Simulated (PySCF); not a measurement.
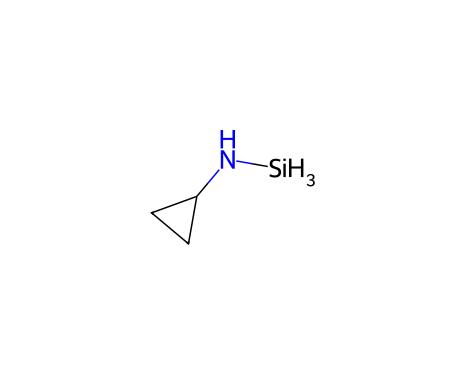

2D structure.

Question: Give its SMILES.

Answer: [SiH3]NC1CC1

Question: What is the molecular formula?

Answer: C3H9NSi.

Question: An optimisation with PBE0-D3(BJ)/def2-SVP gave a structure of which point group?

Answer: C1. Other conformers may differ.

More results for the same structure follow; atom numbers are the same in all pictures, views and colours differ. The geometry was computed by an optimisation with PBE0-D3(BJ)/def2-SVP. No frequency run is at hand to confirm it as a minimum.

Geometry

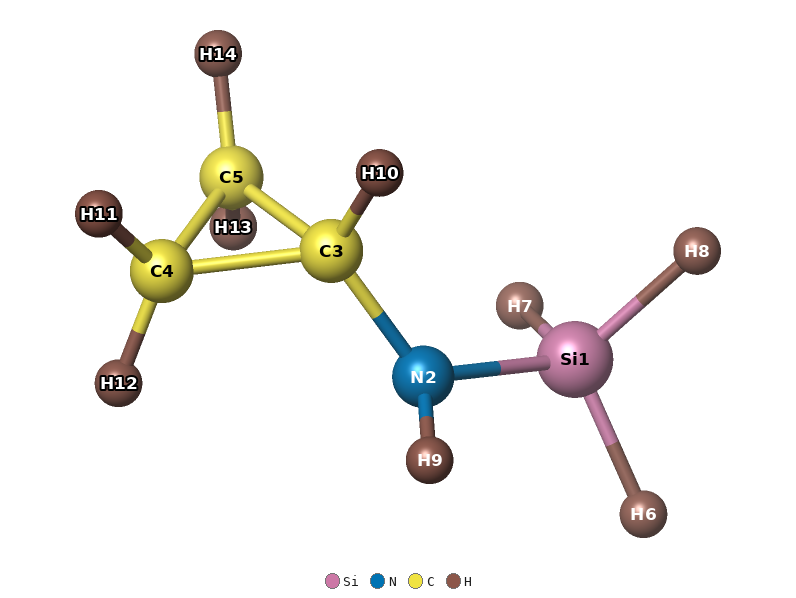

Atoms carry their numbers in the input. No frequency run is at hand to confirm it as a minimum.

Question: Describe the coordination of atom 1.

Answer: Si1 has 4 neighbours (N2 at 1.74, H6 at 1.49, H7 at 1.49, H8 at 1.50 Å); the arrangement is tetrahedral.

Question: What is the dihedral angle N2–C3–C4–C5?

Answer: 108° in size, that is anticlinal.

NMR shielding

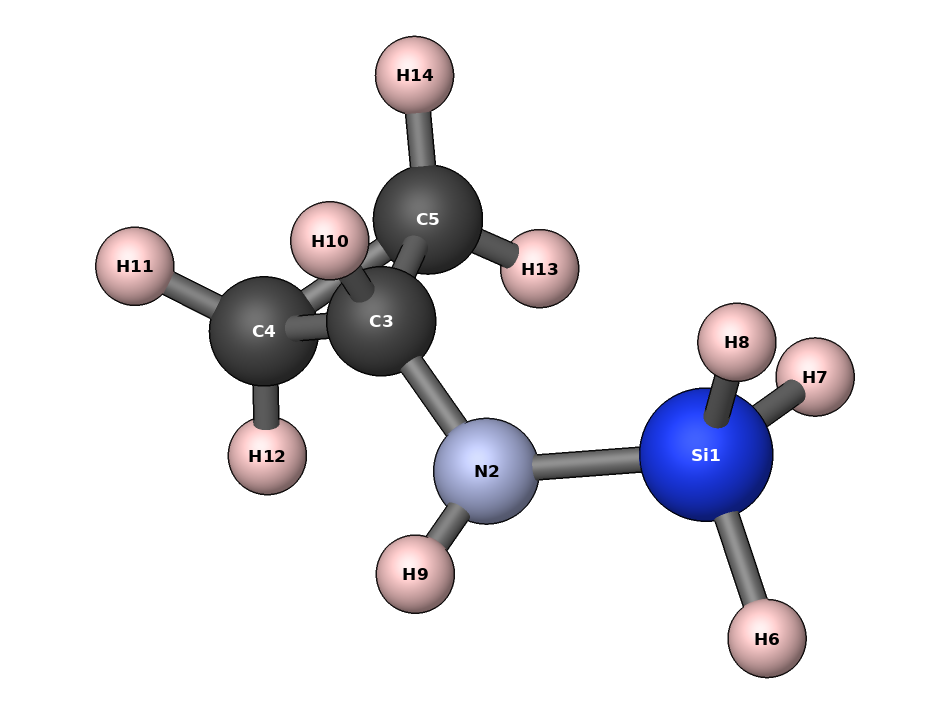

No frequency run is at hand to confirm it as a minimum. Properties computed with GIAO KT2/pcSseg-1 NMR shielding, non-relativistic, gas phase (PySCF 2.14.0). Principal shieldings σ11 ≤ σ22 ≤ σ33, span Ω = σ33 − σ11, skew κ = 3(σiso − σ22)/Ω.

Give the shielding tensors of the Si atoms.

```tsv
atom	σ11	σ22	σ33	σiso	Ω	κ
Si1	370.7	404.9	488.5	421.4	117.8	0.42
```

Shieldings and span in ppm.

Levels of theory compared

No frequency run is at hand to confirm it as a minimum. Program: PySCF 2.14.0.

Tabulate HOMO energy (eV) at these levels: B3LYP/pcSseg-1; B97-D/pcSseg-1; BLYP/pcSseg-1; BP86/pcSseg-1; HF/pcSseg-1; KT2/pcSseg-1; KT3/pcSseg-1; LDA/pcSseg-1; OPBE/pcSseg-1; PBE/pcSseg-1.

| level | HOMO energy (eV) |
| --- | --- |
| B3LYP/pcSseg-1 | −6.60 |
| B97-D/pcSseg-1 | −5.48 |
| BLYP/pcSseg-1 | −5.35 |
| BP86/pcSseg-1 | −5.60 |
| HF/pcSseg-1 | −10.09 |
| KT2/pcSseg-1 | −5.58 |
| KT3/pcSseg-1 | −5.58 |
| LDA/pcSseg-1 | −5.60 |
| OPBE/pcSseg-1 | −5.46 |
| PBE/pcSseg-1 | −5.49 |

Ring current

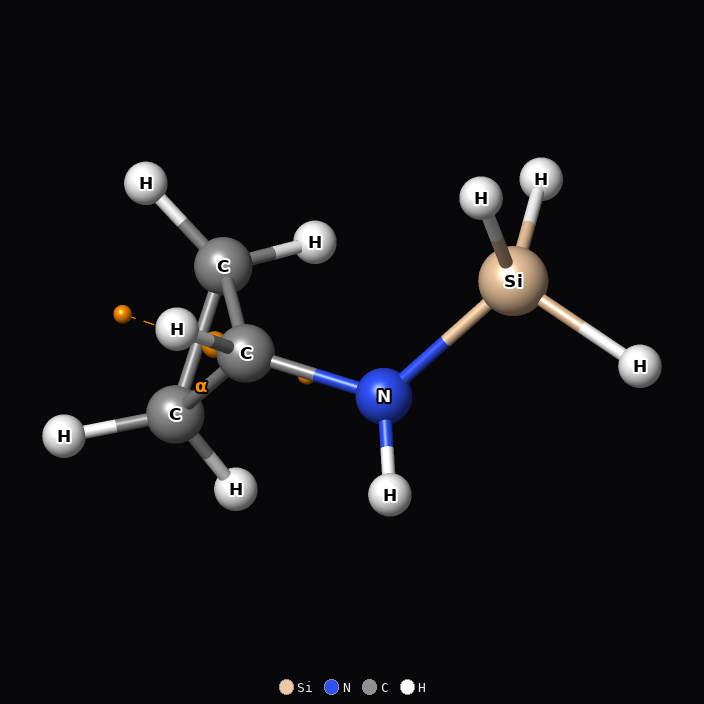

The small points mark where nucleus-independent chemical shifts (NICS) were computed: at the centre of each lettered ring and 1 Å above and below it. No frequency run is at hand to confirm it as a minimum. Level of theory: GIAO HF/pcSseg-1 NMR shielding, non-relativistic, gas phase (PySCF 2.14.0).

Give NICS(0), NICS(1) and the out-of-plane component NICS(1)zz for each ring (means of the two sides).

```json
{"ring": "α", "members": "C3", "NICS(0)": "−42.9", "NICS(1)": "−9.1", "NICS(1)zz": "−22.4"}
```

Values in ppm.

Dipole moment

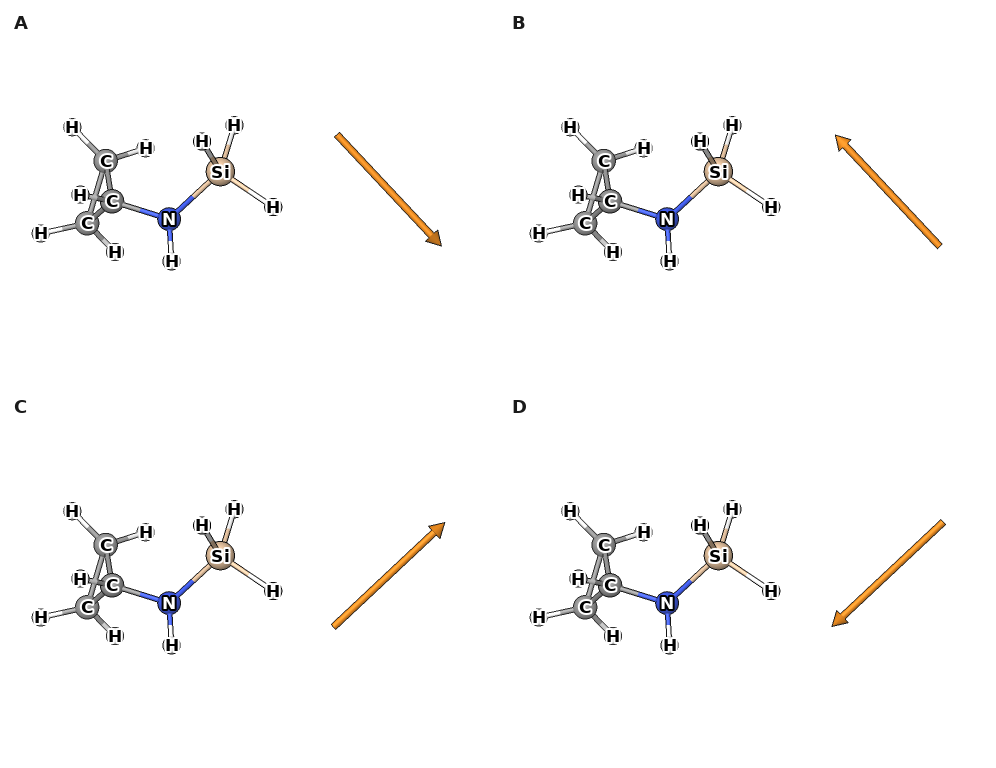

The same molecule four times, each with an arrow. No frequency run is at hand to confirm it as a minimum. Level of theory: LDA/pcSseg-1, gas phase (PySCF 2.14.0).

Question: Which arrow points along the dipole moment, from the negative to the positive end?

Answer: D. The dipole moment is 1.09 D.
